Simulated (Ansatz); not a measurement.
```sh
ansatz run in.yaml --threads 4 --pin off --events-out ev --progress --plain --max-ram 63488MiB --backend cuda --devices 0, --max-vram 37GiB
```

```yaml
crystal:
  periodic: [false, false, false]
  atoms:
    - {symbol: C, position_ang: [1.268374, -0.687274, 1.685651]}
    - {symbol: N, position_ang: [0.734088, -0.554353, 0.345939]}
    - {symbol: Ge, position_ang: [0.903907, -1.981369, -0.872034]}
    - {symbol: Ga, position_ang: [-0.759310, -1.320643, -2.557849]}
    - {symbol: Ge, position_ang: [0.090020, 1.027201, -0.216904]}
    - {symbol: O, position_ang: [-1.126363, 0.479560, -1.507940]}
    - {symbol: Sn, position_ang: [-1.201933, 2.320295, 1.650050]}
    - {symbol: H, position_ang: [2.357749, -0.558109, 1.728445]}
    - {symbol: H, position_ang: [0.828933, 0.047987, 2.373220]}
    - {symbol: H, position_ang: [1.037074, -1.677538, 2.091662]}
    - {symbol: H, position_ang: [0.604406, -3.215949, 0.015256]}
    - {symbol: H, position_ang: [2.410409, -2.098143, -1.231732]}
    - {symbol: H, position_ang: [-0.254847, -0.670400, -3.905380]}
    - {symbol: H, position_ang: [-2.163918, -2.021698, -2.497225]}
    - {symbol: H, position_ang: [1.041353, 1.905123, -1.076107]}
    - {symbol: H, position_ang: [-1.290507, 1.165813, -2.162292]}
    - {symbol: H, position_ang: [-0.120056, 3.156234, 2.669914]}
    - {symbol: H, position_ang: [-2.128985, 1.229288, 2.570927]}
    - {symbol: H, position_ang: [-2.230393, 3.453983, 0.896420]}
basis:
  gaussian: {orbitals: def2-TZVPP}
hamiltonian: {xc: {name: LC-wPBE}}
output: {orbitals: {seedname: orbitals}}
```

Work out the structure from the coordinates.

Formula CH₁₂GaGe₂NOSn. This geometry has C1 symmetry. Coordination, clear cases only: 1 C tetrahedral; 1 N trigonal planar; 2 Ge tetrahedral; 1 O trigonal pyramidal; 1 Sn tetrahedral.

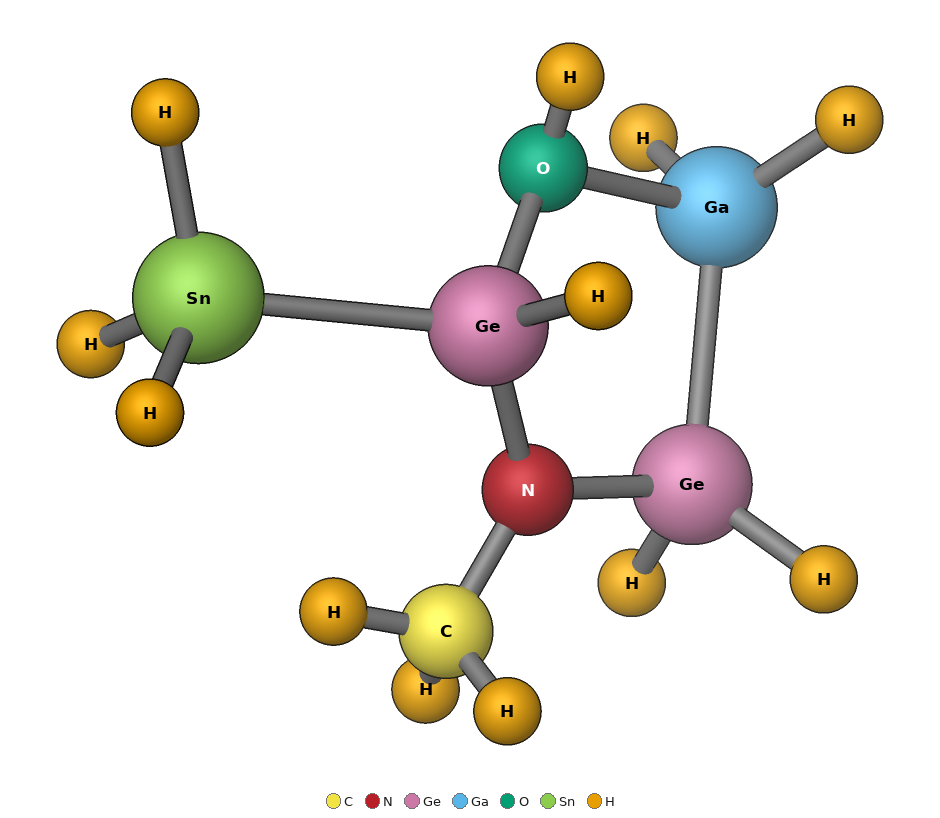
